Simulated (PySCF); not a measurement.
Input file:

```
{"job": {"kind": "nmr", "xc": "PBE0", "basis": "pcSseg-1"}, "charge": 0, "multiplicity": 1}
O     -1.903055     2.161505     1.236436
C     -1.616253     1.092998     0.758790
C     -0.310261     0.704787     0.288211
C     -0.075634    -0.528003    -0.233847
S      1.467749    -1.098537    -0.827800
Si     2.893238     0.483613    -0.410886
C     -1.164050    -1.454252    -0.318228
C     -2.370190    -1.059918     0.127905
O     -2.617581     0.140938     0.644743
H      0.454237     1.459367     0.380015
H      2.863712     0.717917     1.025831
H      4.120588    -0.139311    -0.874697
H      2.507204     1.648266    -1.195970
H     -1.003141    -2.434754    -0.728798
H     -3.250976    -1.686627     0.106383
```

Command:

```sh
OMP_NUM_THREADS=1 python probes_run.py task.json out
```

Geometry: GFN2-xTB.

Level of theory: PBE0/pcSseg-1, SCF density, gas phase, non-relativistic in PySCF.

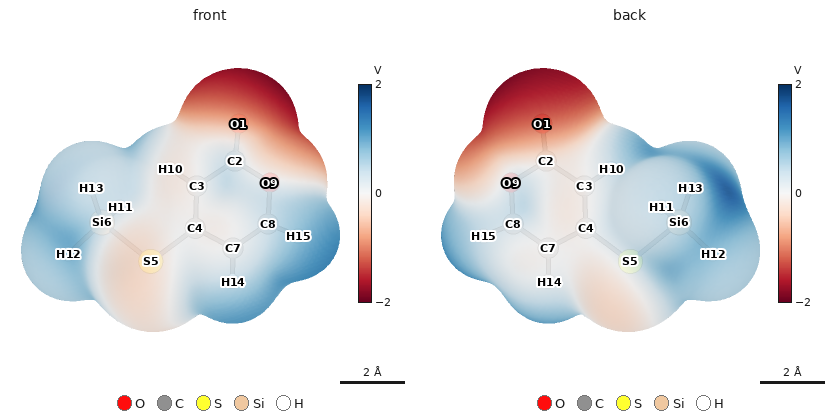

C5H6O2SSi (SMILES O=c1cc(S[SiH3])cco1). The molecular electrostatic potential painted on the density surface at 0.001 e/bohr³, seen from the front and from behind; red is negative and blue positive.

> Describe the electrostatic potential map.

The most negative region (about −1.8 V, or −42 kcal/mol for a unit charge) lies over O1, the most positive (about +1.6 V, or +37 kcal/mol for a unit charge) over Si6. O1 is the likeliest acceptor of a hydrogen bond.
